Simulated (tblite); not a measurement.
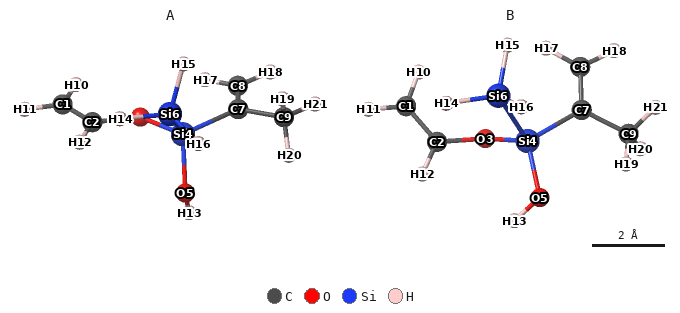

Two geometries of C5H12O2Si2, drawn at one scale. One is the start of a relaxation, the other its converged end. The picture is a ball-and-stick view, seen at a tilt.

The calculation used GFN2-xTB geometry optimisation, gas phase in tblite 0.8.0. 

**Which one is relaxed?**

Structure A is the relaxed one. The atom that moves furthest after the best rigid fit is H19 (1.93 Å). By element the largest moves are H 1.93 Å, C 0.89 Å, Si 0.86 Å, O 0.69 Å. Near-neighbour distances that change, for instance: O3–Si4 1.753 → 1.645 Å, Si4–Si6 2.225 → 2.300 Å, Si4–O5 1.689 → 1.640 Å, Si4–C7 1.846 → 1.891 Å. Among the angles between lasting bonds that change: Si6–Si4–C7 106.5° → 117.6°, O5–Si4–Si6 112.4° → 101.7°, C2–O3–Si4 119.9° → 130.1°. Groups turn about Si4–O5 by about 80°, C2–O3 by about 60°, Si4–C7 by about 55°. After 266 geometry steps the energy has fallen by 71.7 kJ/mol.
